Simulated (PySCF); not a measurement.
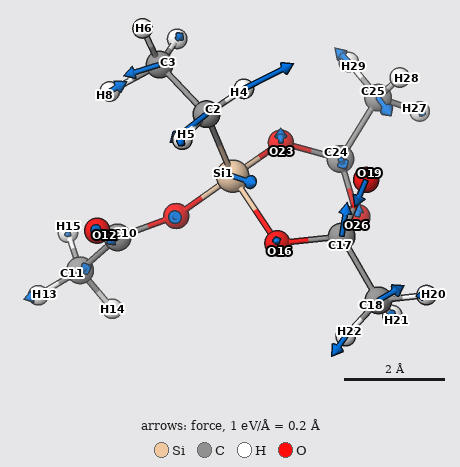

Starting geometry of C₈H₁₄O₆Si with the computed forces as blue arrows. The picture is a ball-and-stick view, seen face on.

The start comes from GFN2-xTB. Its atoms were then displaced at random by about 0.03 Å.

Theory: PySCF, PBE0-D3(BJ)/def2-SVP geometry optimisation, gas phase. 

Question: Is this structure relaxed? If not, where do the atoms go?

Answer: It isn't relaxed: the largest force vector, on an H atom, is 6.08 eV/Å. The final displacements have little in common with the starting forces (cosine between the two patterns 0.10). Over 18 geometry steps the energy falls by 33.8 kcal/mol. The atom that moves furthest after the best rigid fit is an O atom (0.65 Å). Largest moves by element: O 0.65 Å, H 0.55 Å, C 0.35 Å, Si 0.13 Å. Near-neighbour distances that change, for instance: C–H 0.977 → 1.103 Å, O–Si 1.595 → 1.692 Å, C–H 1.193 → 1.101 Å, O–Si 1.774 → 1.686 Å. Among the angles between lasting bonds that change: Si–O–C 130.8° → 120.8°, Si–C–H 112.9° → 105.8°, Si–O–C 133.3° → 126.5°. Groups turn about O–Si by about 25°, C–O by about 25°, O–Si by about 20°.
